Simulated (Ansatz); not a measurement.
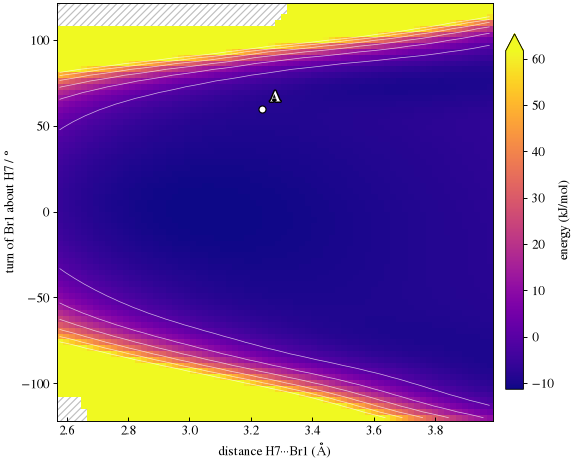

The pair Br···C₂H₄, charge −1. The turn is about an axis along (−0.19, −0.98, 0.09) in the frame of the relaxed pair, normal to the line between the partners. Coordinates scanned: (1) distance H7···Br1; (2) turn of Br1 about H7. Grid: 13 × 13 points. At 10 points there is no value (left out of the scan, as a rule where atoms come close). All energies are given in kJ/mol relative to the ion and the molecule far apart, frozen as in the relaxed pair, each in its own basis (no counterpoise correction). All numbers below come from Ansatz 0.2.0, RHF/def2-TZVPD.

Drawn: a smooth colour map with a few white contour lines, one colour for all values above the top of the scale, hatched blanks where no value was computed, the point A. Between grid points the surface is interpolated.

Which way does the force act at A, and how strong is it?

A, at distance H7···Br1 = 3.235 Å, turn of Br1 about H7 = 60°, is not a stationary point. The computed force is 3.8 kJ/mol for each Å towards larger values of distance H7···Br1 and 0.089 kJ/mol for each degree towards smaller values of turn of Br1 about H7.
